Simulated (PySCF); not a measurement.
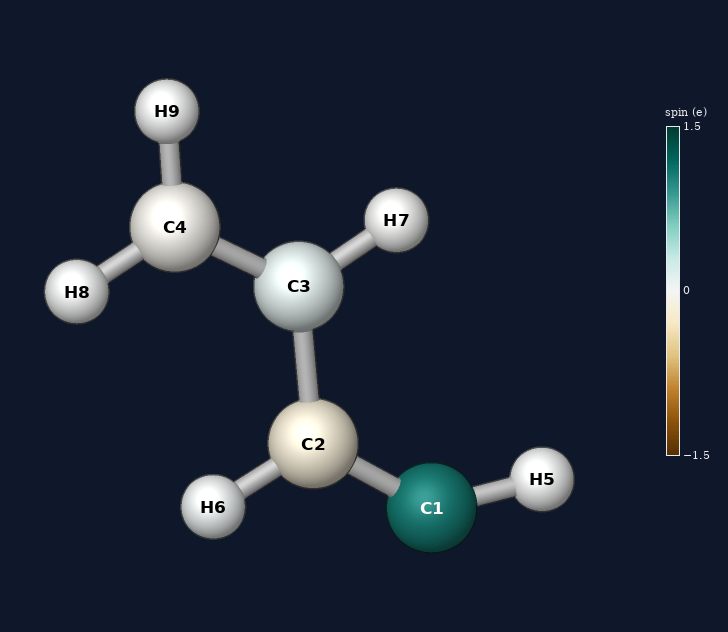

Atoms are coloured by their Mulliken spin populations. Charge 0, doublet. The computed structure is the end point of a GFN2-xTB optimisation. No frequency run is at hand to confirm it as a minimum. Properties computed with UKS B3LYP, pcH-1 on C H, non-relativistic (PySCF 2.14.0).

**Which atom carries the largest spin population?**

C1 (1.08 e).

**Which atom has the lowest spin population?**

C2 (−0.17 e); a negative value comes from spin polarisation.

Give the Mulliken spin populations atom by atom.

| atom | value (e) |
| --- | --- |
| C1 | 1.08 |
| C2 | −0.17 |
| C3 | 0.09 |
| C4 | −0.06 |
| H5 | 0.00 |
| H6 | 0.05 |
| H7 | 0.00 |
| H8 | 0.00 |
| H9 | 0.01 |

Mulliken values depend strongly on the basis set.
